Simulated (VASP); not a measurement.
Band structure of HgTe (zinc blende). Calculation: revTPSS meta-GGA, VASP's PBE PAW potentials (set 64) (plane waves; VASP 6.6.1).

Unless said otherwise, spin-orbit coupling is left out, though it shifts the bands of the heavy elements here.

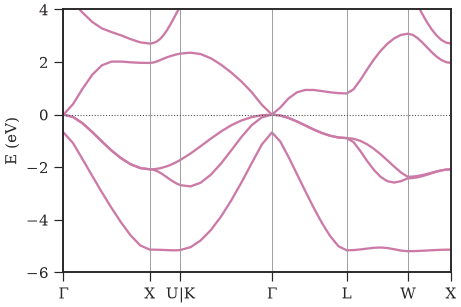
Figure. Bands along high-symmetry lines, zero at the valence-band maximum or, without a gap, the Fermi level

Read the plot: is there a gap, and where are the band edges?

It has no gap at this level: it comes out as a metal or semimetal.

The compound is HgTe in the zinc blende structure. It was relaxed first, which changed the volume by +6 %.
